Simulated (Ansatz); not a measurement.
```yaml
atoms:
  - { symbol: Ga, position_ang: [-0.4014, 0.2120, 0.4888] }
  - { symbol: N, position_ang: [-0.3755, -1.0509, 1.8733] }
  - { symbol: H, position_ang: [-0.3620, -2.0223, 1.5390] }
  - { symbol: H, position_ang: [0.3911, -0.9606, 2.5514] }
  - { symbol: N, position_ang: [1.2478, 1.1230, -0.0986] }
  - { symbol: H, position_ang: [2.1400, 0.6498, 0.0959] }
  - { symbol: H, position_ang: [1.2577, 1.3608, -1.1008] }
  - { symbol: N, position_ang: [-1.6532, 0.1826, -0.9156] }
  - { symbol: H, position_ang: [-2.5199, -0.3206, -0.6886] }
  - { symbol: H, position_ang: [-1.3002, -0.2371, -1.7846] }
  - { symbol: N, position_ang: [-0.7154, 2.0450, 1.3841] }
  - { symbol: H, position_ang: [-1.4214, 2.5333, 0.8093] }
  - { symbol: Si, position_ang: [0.9580, 2.8914, 1.2000] }
  - { symbol: H, position_ang: [2.0825, 2.2798, 2.0011] }
  - { symbol: H, position_ang: [1.2147, 3.6978, -0.0492] }
  - { symbol: H, position_ang: [0.6040, 4.0541, 2.1524] }
  - { symbol: H, position_ang: [-1.0561, 2.1065, 2.3549] }
```

Method: Ansatz, RKS PBE/def2-SVP.

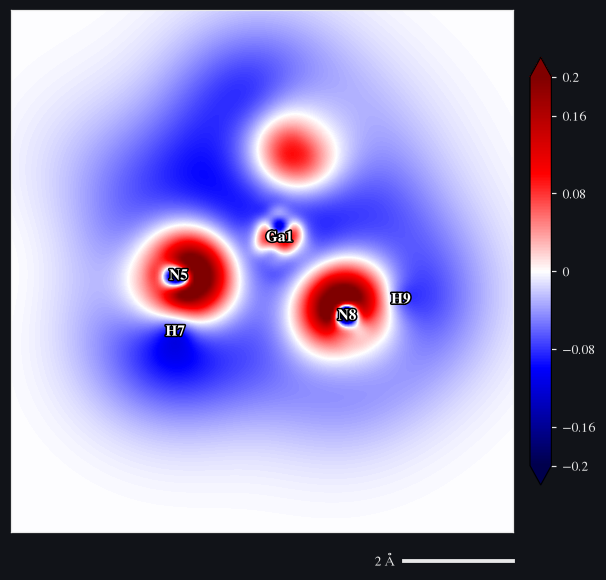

GaH11N4Si. The LUMO on the plane of atoms N5, Ga1 and N8 (values in Å⁻³ᐟ²; the overall sign is arbitrary).

### Describe this orbital and give its energy.

Its weight (Hirshfeld) is mainly on Ga1 (about 15 %), Si13 (about 15 %), N11 (about 10 %), N2 (about 5 %) and H12 (about 5 %). Its energy is −0.38 eV.
